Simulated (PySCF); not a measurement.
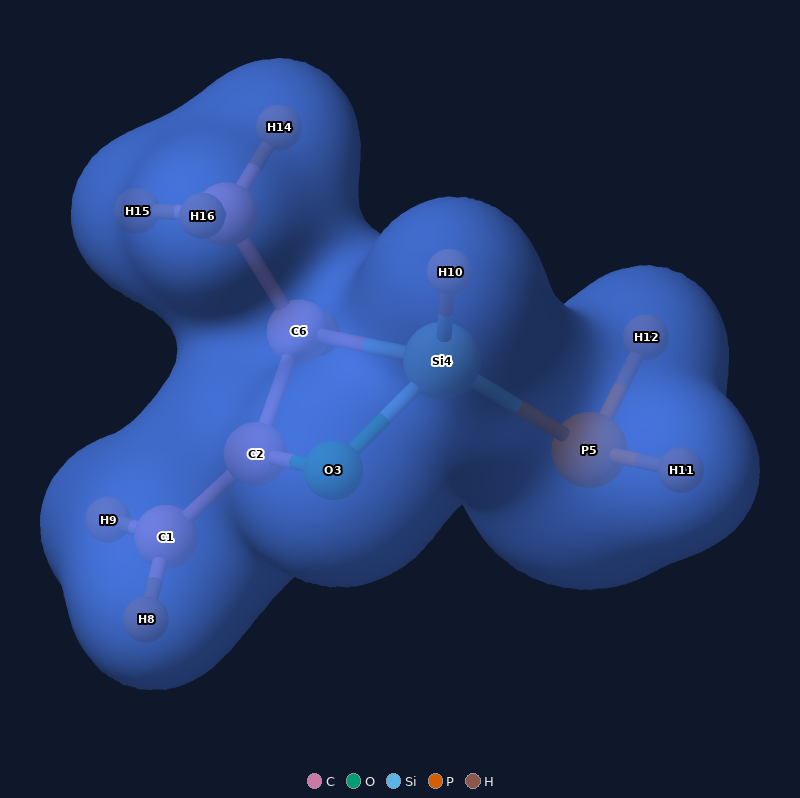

Figure. C4H9OPSi (charge +1, doublet). Isosurface of the total electron density at 0.1 e/Å³ (blue), seen across its widest extent.

Geometry: GFN2-xTB.

Method: UKS B3LYP, pcH-1 on C H O P Si, non-relativistic, mean-field spin-orbit, GIAO in PySCF 2.14.0, density-fitted response routines.

```json
{"atom": "C", "x (Å)": "-2.3332", "y (Å)": "-0.7771", "z (Å)": "0.2175"}
{"atom": "C", "x (Å)": "-1.0691", "y (Å)": "-0.4589", "z (Å)": "0.4742"}
{"atom": "O", "x (Å)": "-0.2888", "y (Å)": "-1.1046", "z (Å)": "1.4060"}
{"atom": "Si", "x (Å)": "1.1879", "y (Å)": "-0.5292", "z (Å)": "0.9252"}
{"atom": "P", "x (Å)": "1.9663", "y (Å)": "-1.8588", "z (Å)": "-0.7294"}
{"atom": "C", "x (Å)": "-0.1678", "y (Å)": "0.5682", "z (Å)": "-0.1104"}
{"atom": "C", "x (Å)": "-0.2342", "y (Å)": "1.9358", "z (Å)": "0.5095"}
{"atom": "H", "x (Å)": "-2.8365", "y (Å)": "-1.5350", "z (Å)": "0.7926"}
{"atom": "H", "x (Å)": "-2.8993", "y (Å)": "-0.2413", "z (Å)": "-0.5225"}
{"atom": "H", "x (Å)": "1.8158", "y (Å)": "0.1233", "z (Å)": "2.0673"}
{"atom": "H", "x (Å)": "2.8442", "y (Å)": "-2.5893", "z (Å)": "0.0710"}
{"atom": "H", "x (Å)": "2.9630", "y (Å)": "-1.0048", "z (Å)": "-1.2031"}
{"atom": "H", "x (Å)": "-0.1372", "y (Å)": "0.6028", "z (Å)": "-1.1972"}
{"atom": "H", "x (Å)": "0.6332", "y (Å)": "2.5370", "z (Å)": "0.2465"}
{"atom": "H", "x (Å)": "-1.1175", "y (Å)": "2.4470", "z (Å)": "0.1169"}
{"atom": "H", "x (Å)": "-0.3343", "y (Å)": "1.8939", "z (Å)": "1.5921"}
```

### How is the density connected at this value?

At this value the surface is in one piece. It bridges the sampled C–C (1.33 Å), C–O (1.38 Å), Si–O (1.66 Å) and C–Si (2.03 Å) contacts, where the density stays above the isovalue. On the grid the lowest density along these lines, outside the cores, is 1.8 e/Å³ (C–C, 1.33 Å), 1.8 e/Å³ (C–O, 1.38 Å), 0.97 e/Å³ (Si–O, 1.66 Å) and 0.53 e/Å³ (C–Si, 2.03 Å).
